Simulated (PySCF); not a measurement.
System: P$_{2}$ (charge −1, doublet).

```yaml
atoms:
  - { symbol: P, position_ang: [-0.5061, -0.8250, 0.1608] }
  - { symbol: P, position_ang: [0.5171, 0.8301, -0.2174] }
```

Geometry: PBE0-D3(BJ)/ma-def2-SVP.

All numbers below come from PySCF 2.14.0, density-fitted response routines, DFT single point, gas phase, functional wB97X.

> What can the converged electron density, electron localisation function and spin density tell about the bonding?

P–P (1.98 Å): ρ is about 1.1 e/Å³ halfway; the ELF peaks at about 0.85 between the atoms; localised, covalent bonding.
The unpaired spin (1 electron) lies mostly on P1 (about 0.5) and P2 (about 0.5), in electrons by Hirshfeld's partition.

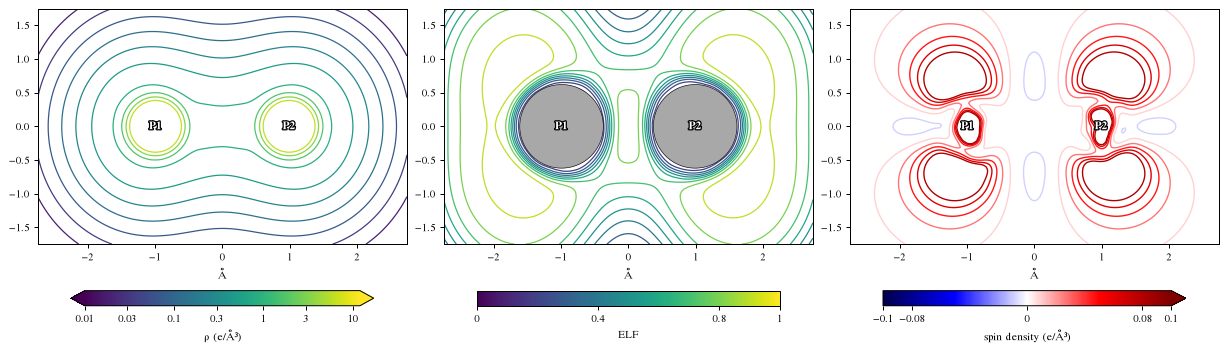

Computed electron density, electron localisation function and spin density on a plane that holds the molecular axis, in this order. Grey discs cover the atomic cores in the ELF map. 
